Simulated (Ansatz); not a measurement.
# C2H8O2SiSn: rotation by 120° about the C1–Sn2 bond

Aim: the minimum-energy path and barrier of the rotation by 120° about the C1–Sn2 bond. The ends are relaxed first, then joined by a nudged elastic band. SMILES of the start: [CH3][SnH2][SiH2]OC=O.

Method: RKS B3LYP/def2-SVP, in Ansatz 0.2.0.

## (1) The structure to begin with

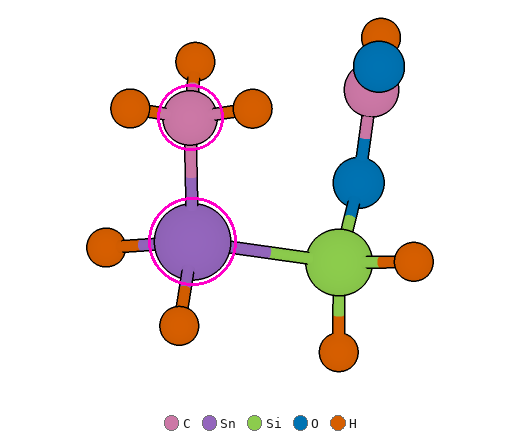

Start, viewed from a free direction; carbon pink, tin purple, silicon green, oxygen blue, hydrogen orange. Ringed: C1, Sn2.

As a file:

```xyz
14

C    -1.5470   -1.3339    0.4927
Sn    0.4829   -1.5539    0.0459
Si    1.6281    0.6732    0.1113
O     0.9920    1.7846   -1.0104
C    -0.3726    2.2701   -0.8650
O    -1.0684    2.0126    0.1655
H    -2.0385   -0.6786   -0.3149
H    -2.0514   -2.2636    0.5233
H    -1.7025   -0.7533    1.4974
H     0.6640   -2.2458   -1.5262
H     1.1865   -2.6219    1.2563
H     3.0902    0.4844   -0.2254
H     1.5346    1.2569    1.4676
H    -0.8109    2.9399   -1.5894
```

## (2) End point A

Contents of input.yaml:

```yaml
crystal:
  periodic: [false, false, false]
  atoms:
    - { symbol: C, position_ang: [-1.547, -1.3339, 0.4927] }
    - { symbol: Sn, position_ang: [0.4829, -1.5539, 0.0459] }
    - { symbol: Si, position_ang: [1.6281, 0.6732, 0.1113] }
    - { symbol: O, position_ang: [0.992, 1.7846, -1.0104] }
    - { symbol: C, position_ang: [-0.3726, 2.2701, -0.865] }
    - { symbol: O, position_ang: [-1.0684, 2.0126, 0.1655] }
    - { symbol: H, position_ang: [-2.0385, -0.6786, -0.3149] }
    - { symbol: H, position_ang: [-2.0514, -2.2636, 0.5233] }
    - { symbol: H, position_ang: [-1.7025, -0.7533, 1.4974] }
    - { symbol: H, position_ang: [0.664, -2.2458, -1.5262] }
    - { symbol: H, position_ang: [1.1865, -2.6219, 1.2563] }
    - { symbol: H, position_ang: [3.0902, 0.4844, -0.2254] }
    - { symbol: H, position_ang: [1.5346, 1.2569, 1.4676] }
    - { symbol: H, position_ang: [-0.8109, 2.9399, -1.5894] }
basis:
  gaussian: { orbitals: def2-SVP }
hamiltonian:
  xc: b3lyp
relax:
  f_tol: 0.015
  max_steps: 40
```

The run is started by

```
$ ansatz run input.yaml --threads 2 --pin off --max-ram 3072MiB --backend cpu --events-out ev --progress --plain --runs-dir out
```

Log, cut to the lines that bear on the results:

```text
Warning: RAYON_NUM_THREADS=2 ignored (pool sized by the plan → 2); use --threads N
[...]
Functional definition: B3LYP
[...]
1591 factors; integrals over basis functions are off by at most 3.9e-4 eV
[...]
mean field -20002.67271037 eV, -735.0846638076 hartree, gradient 5.0e-5 eV, S^2 0.000000; 0 other end points of the search recorded, 0 dependent functions left out
[...]
reference -20002.67302248 eV, -735.0846752774 hartree; 36, 36 occupied and 104, 104 virtual orbitals, 1591 factors
relax step   1: F+E_penalty+E_count = -20002.67271037 eV  Δ(F+E_penalty+E_count) = +0.000e0 eV  max|allowed force component| = 5.423e0 eV/Å  Δτ_max = 0.0000 Å  (28 SCF iters, accepted)
[...]
relax step   4: F+E_penalty+E_count = -20003.55504702 eV  Δ(F+E_penalty+E_count) = -1.743e-1 eV  max|allowed force component| = 4.204e-1 eV/Å  Δτ_max = 0.1999 Å  (30 SCF iters, accepted)
[...]
relax step   7: F+E_penalty+E_count = -20003.58078488 eV  Δ(F+E_penalty+E_count) = -3.641e-3 eV  max|allowed force component| = 1.158e-1 eV/Å  Δτ_max = 0.0581 Å  (30 SCF iters, accepted)
[...]
relax step  10: F+E_penalty+E_count = -20003.59048037 eV  Δ(F+E_penalty+E_count) = -4.696e-3 eV  max|allowed force component| = 5.581e-2 eV/Å  Δτ_max = 0.0977 Å  (29 SCF iters, accepted)
[...]
relax step  12: F+E_penalty+E_count = -20003.59443839 eV  Δ(F+E_penalty+E_count) = -9.172e-4 eV  max|allowed force component| = 5.033e-1 eV/Å  Δτ_max = 0.0943 Å  (31 SCF iters, accepted)
[...]
relax step  13: F+E_penalty+E_count = -20003.59519824 eV  Δ(F+E_penalty+E_count) = -7.598e-4 eV  max|allowed force component| = 6.753e-1 eV/Å  Δτ_max = 0.1225 Å  (30 SCF iters, accepted)
[...]
1591 factors; integrals over basis functions are off by at most 4.0e-4 eV
mean field -20003.60098081 eV, -735.1187771169 hartree, gradient 1.3e-5 eV, S^2 0.000000; 0 other end points of the search recorded, 0 dependent functions left out
[...]
reference -20003.60129478 eV, -735.1187886551 hartree; 36, 36 occupied and 104, 104 virtual orbitals, 1591 factors
```

## (3) The log goes on: end point A relaxed

Output, continued, cut to the lines that bear on the results:

```text
relax step  14: F+E_penalty+E_count = -20003.60098081 eV  Δ(F+E_penalty+E_count) = -5.783e-3 eV  max|allowed force component| = 3.633e-1 eV/Å  Δτ_max = 0.0271 Å  (31 SCF iters, accepted)
[...]
relax step  16: F+E_penalty+E_count = -20003.60768488 eV  Δ(F+E_penalty+E_count) = -1.968e-3 eV  max|allowed force component| = 3.754e-2 eV/Å  Δτ_max = 0.0522 Å  (30 SCF iters, accepted)
[...]
relax step  18: F+E_penalty+E_count = -20003.61010668 eV  Δ(F+E_penalty+E_count) = -8.050e-4 eV  max|allowed force component| = 1.723e-1 eV/Å  Δτ_max = 0.0155 Å  (30 SCF iters, accepted)
[...]
relax step  20: F+E_penalty+E_count = -20003.61098210 eV  Δ(F+E_penalty+E_count) = -2.885e-5 eV  max|allowed force component| = 5.243e-2 eV/Å  Δτ_max = 0.0046 Å  (25 SCF iters, accepted)
[...]
Atom 4 at    -0.114260     2.199373    -1.229893 Å, force    -0.001508    -0.000769    -0.001626 eV/Å
Atom 5 at    -1.067808     1.594563    -0.805574 Å, force     0.009536     0.000709     0.000364 eV/Å
Atom 6 at    -2.155806    -0.555186     0.533018 Å, force    -0.000271     0.000202     0.000273 eV/Å
Atom 7 at    -2.185663    -2.355059     0.558275 Å, force     0.001377     0.000154     0.000194 eV/Å
Atom 8 at    -1.530485    -1.450001     1.960613 Å, force    -0.000988     0.000688    -0.000433 eV/Å
Atom 9 at     0.216926    -1.735641    -1.751774 Å, force    -0.000030    -0.001686    -0.000763 eV/Å
Atom 10 at     1.306652    -2.728763     0.613242 Å, force     0.000796    -0.000605     0.000371 eV/Å
Atom 11 at     3.044542     0.732201     0.194945 Å, force    -0.000296    -0.000051    -0.000580 eV/Å
Atom 12 at     1.236011     1.392688     1.663324 Å, force     0.000518     0.001516     0.000027 eV/Å
Atom 13 at    -0.183308     3.008055    -1.988540 Å, force     0.000822     0.001989     0.001130 eV/Å
Dipole moment:     0.120483     0.035013     0.053648 e Å
```

Run time: 2.5 min. Hardware: 2 threads of Arm Neoverse V1, shared host; peak memory 0.43 GiB.

Step by step:

| step | energy from step 1 (eV) | largest force component (eV/Å) |
| --- | --- | --- |
| 1 | 0.0000 | 5.4232 |
| 2 | -0.4098 | 3.8561 |
| 3 | -0.7081 | 2.1604 |
| 4 | -0.8823 | 0.4204 |
| 5 | -0.8978 | 0.2773 |
| 6 | -0.9044 | 0.2298 |
| 7 | -0.9081 | 0.1158 |
| 8 | -0.9131 | 0.1260 |
| 9x | -0.9064 | 0.8573 |
| 10 | -0.9178 | 0.0558 |
| 11 | -0.9208 | 0.3049 |
| 12 | -0.9217 | 0.5033 |
| 13 | -0.9225 | 0.6753 |
| 14 | -0.9283 | 0.3633 |
| 15 | -0.9330 | 0.0996 |
| 16 | -0.9350 | 0.0375 |
| 17 | -0.9366 | 0.1893 |
| 18 | -0.9374 | 0.1723 |
| 19 | -0.9382 | 0.0553 |
| 20 | -0.9383 | 0.0524 |
| 21 | -0.9386 | 0.0426 |
| 22x | -0.9385 | 0.0884 |
| 23 | -0.9388 | 0.0179 |
| 24 | -0.9388 | 0.0095 |

Step 1 is the start. 2 steps were tried and not accepted (marked x).

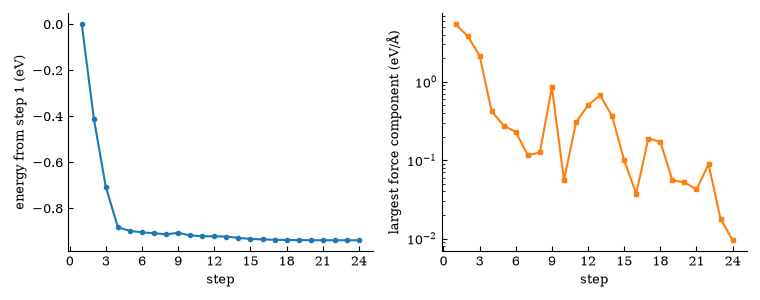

Energy and largest force along the relaxation.

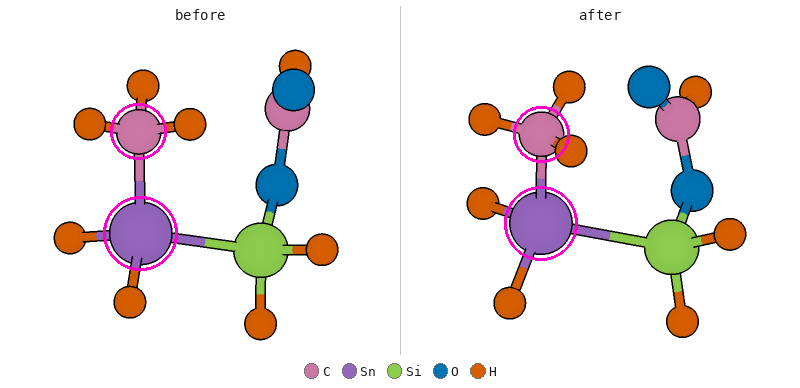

Before and after, at one scale.

After: Bond lengths: C1–Sn2 2.170 Å, Sn2–Si3 2.600 Å, Si3–O4 1.742 Å, O4–C5 1.329 Å, C5–O6 1.206 Å, C1–H7 1.098 Å, C1–H8 1.099 Å, C1–H9 1.099 Å, Sn2–H10 1.724 Å, Sn2–H11 1.730 Å, Si3–H12 1.488 Å, Si3–H13 1.493 Å, C5–H14 1.111 Å. Angles (14 of 22 angles, heavy atoms first): C1–Sn2–Si3 111.3°, Sn2–Si3–O4 112.2°, Si3–O4–C5 121.6°, O4–C5–O6 125.1°, C1–Sn2–H10 110.8°, C1–Sn2–H11 110.2°, Si3–Sn2–H10 108.6°, Si3–Sn2–H11 108.3°, Sn2–C1–H7 107.9°, Sn2–C1–H8 109.9°, Sn2–C1–H9 110.0°, Sn2–Si3–H12 114.7°, Sn2–Si3–H13 112.0°, O4–Si3–H12 101.8°.

## (4) Relaxing end B

The second end starts from a geometry with the move made by hand.

Contents of input.yaml:

```yaml
crystal:
  periodic: [false, false, false]
  atoms:
    - { symbol: C, position_ang: [-1.547, -1.3339, 0.4927] }
    - { symbol: Sn, position_ang: [0.4829, -1.5539, 0.0459] }
    - { symbol: Si, position_ang: [1.57504, -3.07085, 1.71378] }
    - { symbol: O, position_ang: [1.48001, -2.4872, 3.31014] }
    - { symbol: C, position_ang: [0.18853, -2.37739, 3.97271] }
    - { symbol: O, position_ang: [-0.87105, -2.84937, 3.45608] }
    - { symbol: H, position_ang: [-2.0385, -0.6786, -0.3149] }
    - { symbol: H, position_ang: [-2.0514, -2.2636, 0.5233] }
    - { symbol: H, position_ang: [-1.7025, -0.7533, 1.4974] }
    - { symbol: H, position_ang: [1.25947, -0.01154, 0.079] }
    - { symbol: H, position_ang: [0.60535, -2.25299, -1.56563] }
    - { symbol: H, position_ang: [3.04217, -3.20264, 1.37183] }
    - { symbol: H, position_ang: [0.96205, -4.41634, 1.65983] }
    - { symbol: H, position_ang: [0.10048, -1.96798, 4.96775] }
basis:
  gaussian: { orbitals: def2-SVP }
hamiltonian:
  xc: b3lyp
relax:
  f_tol: 0.015
  max_steps: 40
output:
  orbitals: {}
```

The run is started by

```
$ ansatz run input.yaml --threads 2 --pin off --max-ram 3072MiB --backend cpu --events-out ev --progress --plain --runs-dir out
```

Log, cut to the lines that bear on the results:

```text
Warning: RAYON_NUM_THREADS=2 ignored (pool sized by the plan → 2); use --threads N
[...]
Functional definition: B3LYP
[...]
1591 factors; integrals over basis functions are off by at most 3.6e-4 eV
[...]
mean field -20002.66990715 eV, -735.0845607912 hartree, gradient 4.9e-5 eV, S^2 0.000000; 0 other end points of the search recorded, 0 dependent functions left out
[...]
reference -20002.67021989 eV, -735.0845722840 hartree; 36, 36 occupied and 104, 104 virtual orbitals, 1591 factors
relax step   1: F+E_penalty+E_count = -20002.66990715 eV  Δ(F+E_penalty+E_count) = +0.000e0 eV  max|allowed force component| = 4.525e0 eV/Å  Δτ_max = 0.0000 Å  (28 SCF iters, accepted)
[...]
relax step   4: F+E_penalty+E_count = -20003.53489418 eV  Δ(F+E_penalty+E_count) = -1.537e-1 eV  max|allowed force component| = 1.076e0 eV/Å  Δτ_max = 0.2000 Å  (30 SCF iters, accepted)
[...]
relax step   7: F+E_penalty+E_count = -20003.57953526 eV  Δ(F+E_penalty+E_count) = -4.128e-3 eV  max|allowed force component| = 1.529e-1 eV/Å  Δτ_max = 0.0802 Å  (30 SCF iters, accepted)
[...]
relax step  10: F+E_penalty+E_count = -20003.58237196 eV  Δ(F+E_penalty+E_count) = +1.090e-3 eV  max|allowed force component| = 3.516e-1 eV/Å  Δτ_max = 0.0841 Å  (31 SCF iters, rejected (line search))
[...]
relax step  13: F+E_penalty+E_count = -20003.59259423 eV  Δ(F+E_penalty+E_count) = -2.286e-3 eV  max|allowed force component| = 4.863e-1 eV/Å  Δτ_max = 0.1475 Å  (31 SCF iters, accepted)
[...]
relax step  14: F+E_penalty+E_count = -20003.59602053 eV  Δ(F+E_penalty+E_count) = -3.426e-3 eV  max|allowed force component| = 2.399e-1 eV/Å  Δτ_max = 0.0602 Å  (30 SCF iters, accepted)
[...]
relax step  15: F+E_penalty+E_count = -20003.59972296 eV  Δ(F+E_penalty+E_count) = -3.702e-3 eV  max|allowed force component| = 1.060e-1 eV/Å  Δτ_max = 0.0332 Å  (30 SCF iters, accepted)
[...]
1591 factors; integrals over basis functions are off by at most 4.3e-4 eV
```

## (5) The output, continued: end point B relaxed

The log, continued, cut to the lines that bear on the results:

```text
mean field -20003.60226630 eV, -735.1188243580 hartree, gradient 8.1e-6 eV, S^2 0.000000; 0 other end points of the search recorded, 0 dependent functions left out
[...]
reference -20003.60258039 eV, -735.1188359004 hartree; 36, 36 occupied and 104, 104 virtual orbitals, 1591 factors
relax step  16: F+E_penalty+E_count = -20003.60226630 eV  Δ(F+E_penalty+E_count) = -2.543e-3 eV  max|allowed force component| = 1.633e-1 eV/Å  Δτ_max = 0.0802 Å  (30 SCF iters, accepted)
[...]
relax step  18: F+E_penalty+E_count = -20003.60707220 eV  Δ(F+E_penalty+E_count) = -2.110e-3 eV  max|allowed force component| = 1.151e-1 eV/Å  Δτ_max = 0.0183 Å  (26 SCF iters, accepted)
[...]
relax step  20: F+E_penalty+E_count = -20003.61057760 eV  Δ(F+E_penalty+E_count) = -2.069e-3 eV  max|allowed force component| = 4.384e-2 eV/Å  Δτ_max = 0.0992 Å  (30 SCF iters, accepted)
[...]
Atom 4 at     0.552362    -2.130601     3.999970 Å, force    -0.010445    -0.000583    -0.011926 eV/Å
Atom 5 at    -0.505881    -1.852593     3.491945 Å, force     0.004986     0.000272     0.004501 eV/Å
Atom 6 at    -2.165795    -0.630227    -0.309988 Å, force     0.000723    -0.000338    -0.000510 eV/Å
Atom 7 at    -2.120154    -2.422395    -0.276323 Å, force    -0.000620     0.000303     0.001091 eV/Å
Atom 8 at    -2.088147    -1.498820     1.265071 Å, force    -0.001339    -0.000198    -0.000722 eV/Å
Atom 9 at     0.983596     0.087139     0.716854 Å, force    -0.000563    -0.000281    -0.000581 eV/Å
Atom 10 at     0.991602    -1.705963    -1.416493 Å, force    -0.000194    -0.000031     0.000522 eV/Å
Atom 11 at     2.822691    -3.655339     1.415287 Å, force     0.000645     0.000248     0.000527 eV/Å
Atom 12 at     0.587361    -4.525471     1.746367 Å, force     0.000197     0.000063     0.000682 eV/Å
Atom 13 at     0.814636    -1.889996     5.052244 Å, force     0.004438    -0.000182     0.003154 eV/Å
Dipole moment:     0.088847    -0.101042    -0.017855 e Å
```

Wall time 2.6 min (2 threads of Arm Neoverse V1, shared host); peak memory 0.43 GiB.

Relaxation path:

| step | energy from step 1 (eV) | largest force component (eV/Å) |
| --- | --- | --- |
| 1 | 0.0000 | 4.5255 |
| 2 | -0.4082 | 3.0092 |
| 3 | -0.7113 | 2.3254 |
| 4 | -0.8650 | 1.0756 |
| 5 | -0.9015 | 0.3232 |
| 6 | -0.9055 | 0.1801 |
| 7 | -0.9096 | 0.1529 |
| 8 | -0.9119 | 0.1734 |
| 9 | -0.9136 | 0.2302 |
| 10x | -0.9125 | 0.3516 |
| 11 | -0.9166 | 0.0601 |
| 12 | -0.9204 | 0.0550 |
| 13 | -0.9227 | 0.4863 |
| 14 | -0.9261 | 0.2399 |
| 15 | -0.9298 | 0.1060 |
| 16 | -0.9324 | 0.1633 |
| 17 | -0.9351 | 0.1676 |
| 18 | -0.9372 | 0.1151 |
| 19 | -0.9386 | 0.0597 |
| 20 | -0.9407 | 0.0438 |
| 21 | -0.9410 | 0.0549 |
| 22 | -0.9411 | 0.0409 |
| 23 | -0.9414 | 0.0628 |
| 24 | -0.9415 | 0.0277 |
| 25 | -0.9416 | 0.0119 |

Step 1 is the start. 1 step was tried and not accepted (marked x).

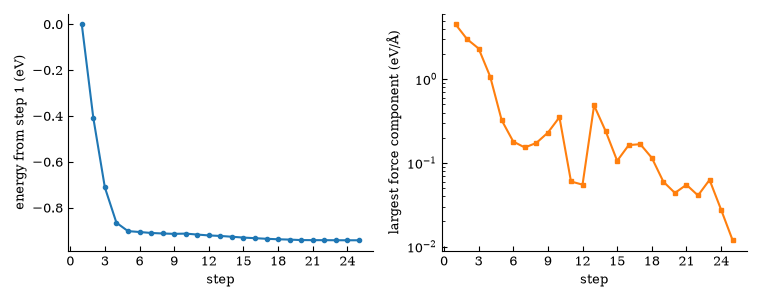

How energy and force went from step to step.

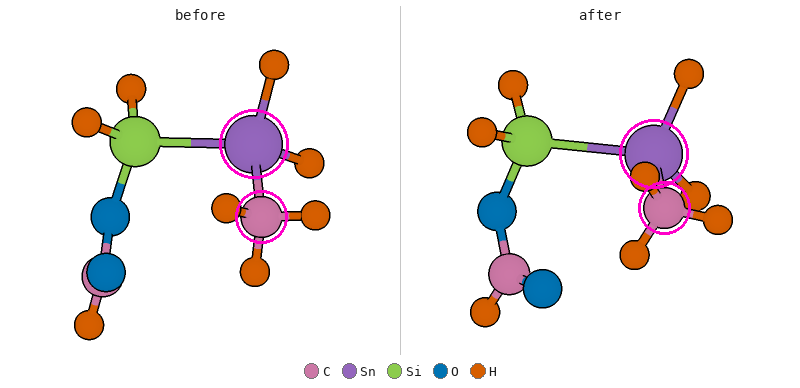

Before and after, at one scale.

After: Bond lengths: C1–Sn2 2.170 Å, Sn2–Si3 2.600 Å, Si3–O4 1.742 Å, O4–C5 1.329 Å, C5–O6 1.206 Å, C1–H7 1.099 Å, C1–H8 1.099 Å, C1–H9 1.098 Å, Sn2–H10 1.724 Å, Sn2–H11 1.731 Å, Si3–H12 1.488 Å, Si3–H13 1.493 Å, C5–H14 1.111 Å. Angles (14 of 22 angles, heavy atoms first): C1–Sn2–Si3 111.3°, Sn2–Si3–O4 112.1°, Si3–O4–C5 121.6°, O4–C5–O6 125.0°, C1–Sn2–H10 110.8°, C1–Sn2–H11 110.2°, Si3–Sn2–H10 108.6°, Si3–Sn2–H11 108.3°, Sn2–C1–H7 109.9°, Sn2–C1–H8 110.0°, Sn2–C1–H9 107.9°, Sn2–Si3–H12 114.7°, Sn2–Si3–H13 112.1°, O4–Si3–H12 101.8°.

## (6) The band

crystal.atoms is end A as relaxed above, and neb.final_atoms is end B, turned to lie on A. With 5 inner images the band has 7 in all.

Contents of input.yaml:

```yaml
crystal:
  periodic: [false, false, false]
  atoms:
    - { symbol: C, position_ang: [-1.628115, -1.458817, 0.865732] }
    - { symbol: Sn, position_ang: [0.336876, -1.460299, -0.053809] }
    - { symbol: Si, position_ang: [1.564905, 0.797819, 0.334449] }
    - { symbol: O, position_ang: [1.146533, 1.989765, -0.865308] }
    - { symbol: C, position_ang: [-0.11426, 2.199373, -1.229893] }
    - { symbol: O, position_ang: [-1.067808, 1.594563, -0.805574] }
    - { symbol: H, position_ang: [-2.155806, -0.555186, 0.533018] }
    - { symbol: H, position_ang: [-2.185663, -2.355059, 0.558275] }
    - { symbol: H, position_ang: [-1.530485, -1.450001, 1.960613] }
    - { symbol: H, position_ang: [0.216926, -1.735641, -1.751774] }
    - { symbol: H, position_ang: [1.306652, -2.728763, 0.613242] }
    - { symbol: H, position_ang: [3.044542, 0.732201, 0.194945] }
    - { symbol: H, position_ang: [1.236011, 1.392688, 1.663324] }
    - { symbol: H, position_ang: [-0.183308, 3.008055, -1.98854] }
basis:
  gaussian: { orbitals: def2-SVP }
hamiltonian:
  xc: b3lyp
neb:
  order_check: false
  images: 5
  f_tol: 0.05
  max_iterations: 53
  initial_path: idpp
  final_atoms:
    - { symbol: C, position_ang: [-1.64478433, -1.46491276, 0.82224143] }
    - { symbol: Sn, position_ang: [0.30620134, -1.46325995, -0.12665498] }
    - { symbol: Si, position_ang: [1.58542734, 0.74999576, 0.34572121] }
    - { symbol: O, position_ang: [1.17518648, 2.0017552, -0.79430048] }
    - { symbol: C, position_ang: [-0.08682642, 2.25663417, -1.12352497] }
    - { symbol: O, position_ang: [-1.04549287, 1.65448042, -0.70684091] }
    - { symbol: H, position_ang: [-2.22638233, -2.33298566, 0.48050989] }
    - { symbol: H, position_ang: [-1.5311942, -1.51133699, 1.91462617] }
    - { symbol: H, position_ang: [-2.15689723, -0.53500544, 0.54160646] }
    - { symbol: H, position_ang: [0.15611683, -1.65744074, -1.83358149] }
    - { symbol: H, position_ang: [1.25933919, -2.78048128, 0.46601166] }
    - { symbol: H, position_ang: [3.06127647, 0.66103857, 0.1815914] }
    - { symbol: H, position_ang: [1.28722899, 1.29170933, 1.70423837] }
    - { symbol: H, position_ang: [-0.15219926, 3.10050737, -1.84294376] }
```

The run is started by

```
$ ansatz run input.yaml --threads 2 --pin off --max-ram 3072MiB --backend cpu --events-out ev --progress --plain --runs-dir out
```

Log, cut to the lines that bear on the results:

```text
Warning: RAYON_NUM_THREADS=2 ignored (pool sized by the plan → 2); use --threads N
[...]
Functional definition: B3LYP
[...]
1590 factors; integrals over basis functions are off by at most 4.2e-4 eV
[...]
mean field -20003.61148401 eV, -735.1191631025 hartree, gradient 4.0e-5 eV, S^2 0.000000; 0 other end points of the search recorded, 0 dependent functions left out
[...]
reference -20003.61180012 eV, -735.1191747194 hartree; 36, 36 occupied and 104, 104 virtual orbitals, 1590 factors
1590 factors; integrals over basis functions are off by at most 9.7e-4 eV
[...]
mean field -20003.61147586 eV, -735.1191628032 hartree, gradient 3.9e-5 eV, S^2 0.000000; 0 other end points of the search recorded, 0 dependent functions left out
[...]
reference -20003.61179147 eV, -735.1191744015 hartree; 36, 36 occupied and 104, 104 virtual orbitals, 1590 factors
[...]
1590 factors; integrals over basis functions are off by at most 8.2e-4 eV
mean field -20003.59066787 eV, -735.1183981236 hartree, gradient 4.1e-5 eV, S^2 0.000000; 0 other end points of the search recorded, 0 dependent functions left out
[...]
reference -20003.59098258 eV, -735.1184096889 hartree; 36, 36 occupied and 104, 104 virtual orbitals, 1590 factors
NEB iter   1: max|band force component| = 2.720e-1 eV/Å  barrier→ = 0.0456 eV  barrier← = 0.0456 eV  CI = image 3  Δτ_max = 0.0895 Å  (190 SCF iters)
[...]
NEB iter   2: max|band force component| = 1.752e-1 eV/Å  barrier→ = 0.0409 eV  barrier← = 0.0409 eV  CI = image 3  Δτ_max = 0.0461 Å  (152 SCF iters)
[...]
NEB iter   3: max|band force component| = 1.592e-1 eV/Å  barrier→ = 0.0328 eV  barrier← = 0.0328 eV  CI = image 3  Δτ_max = 0.0282 Å  (151 SCF iters)
[...]
1590 factors; integrals over basis functions are off by at most 4.0e-4 eV
mean field -20003.60122063 eV, -735.1187859303 hartree, gradient 1.5e-5 eV, S^2 0.000000; 0 other end points of the search recorded, 0 dependent functions left out
[...]
```

(Part 1 of 2 ends here.)
